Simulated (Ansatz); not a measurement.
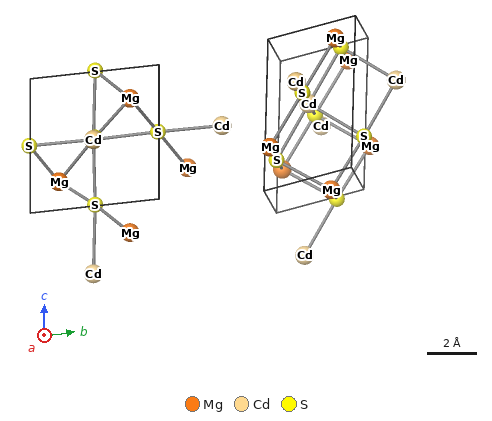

Two geometries of crystalline Mg₂CdS₃ (built on the Mg2SiNi3-166 type type), drawn at one scale. One is the start of a relaxation, the other its converged end. The picture is a ball-and-stick view of the cell of the calculation, seen along the a axis.

These are results of DFT, PBEsol, plane waves, PAW in Ansatz, not measurements. Set-up: plane-wave cutoff 420 eV; k-point mesh 4 × 4 × 4; occupations fermi dirac; smearing width 0.05 eV; no spin polarisation; cell and atoms relaxed; force threshold 0.01 eV/Å; at most 120 steps.

**Which of the two is the end point?**

The right one is the relaxed one. Case: shaken. The energy falls by 638 meV per atom in 24 accepted moves (27 points after the start). The largest force component goes from 0.85 to 0.0011 eV/Å. The pressure goes from −0.62 to 0.00 GPa. The line search rejected the trial step at point 10 of the run. The SCF was repeated twice at an unchanged geometry on a basis and grid sized afresh for the cell, which shifted the energy by 2.7 meV per atom at most. An S atom moves most relative to the cell: 1.50 Å along [2 1 −3]. Largest moves by element: S 1.50 Å, Mg 1.04 Å, Cd 0.56 Å. The volume changes by −31.0 %, with a 5.427 → 5.254 Å (−3.2 %), b 5.363 → 3.736 Å (−30.3 %), c 5.570 → 6.448 Å (+15.8 %), α 83.0° → 73.2°, β 82.8° → 66.0°, γ 83.3° → 90.0°. Near-neighbour distances that change, for instance: Mg–S 5.667 → 2.591 Å, Cd–S 5.703 → 2.689 Å, Mg–S 2.371 → 4.610 Å, Mg–S 4.390 → 2.591 Å. New bonds form, among them: Cd–S (5.70 → 2.69 Å), Mg–S (4.18 → 2.59 Å), Mg–S (4.23 → 2.63 Å), Mg–S (4.27 → 2.63 Å). Bonds break, among them: Cd–S (2.71 → 4.50 Å), Mg–S (2.37 → 4.61 Å). Among the angles between lasting bonds that change: S–Cd–S 177.9° → 88.0°, Cd–S–Cd 177.9° → 88.0°, Mg–S–Mg 175.2° → 91.2°. The space group (tolerance 0.01 Å) goes from P1 (No. 1) to Immm (No. 71).
